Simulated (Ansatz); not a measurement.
## A computed series for CaF2: response to strain

Consider CaF$_{2}$ in the fluorite structure (space group Fm-3m, No. 225; a = 5.4391 Å). Axes: x, y, z lie along the cube axes.

Strains are applied to the cell and any free atomic positions relax; under biaxial strain the out-of-plane vector relaxes too.

The values are results of r2SCAN/PAW in Ansatz (a quantum-chemistry and plane-wave program), no SOC, not measurements.

Notes on the quantities. energy relative to the base: free energy F.

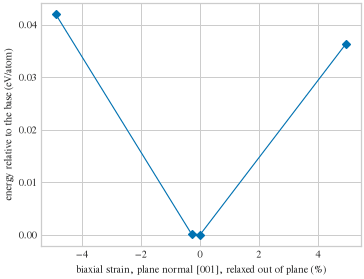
Fig. 1. Energy relative to the base against biaxial strain, plane normal [001], relaxed out of plane

```tsv
biaxial strain, plane normal [001], relaxed out of plane (%)	energy relative to the base
-4.89	+42 meV/atom
-0.29	+0.1 meV/atom
4.95	+36 meV/atom
```

Stability against distortions was not tested.
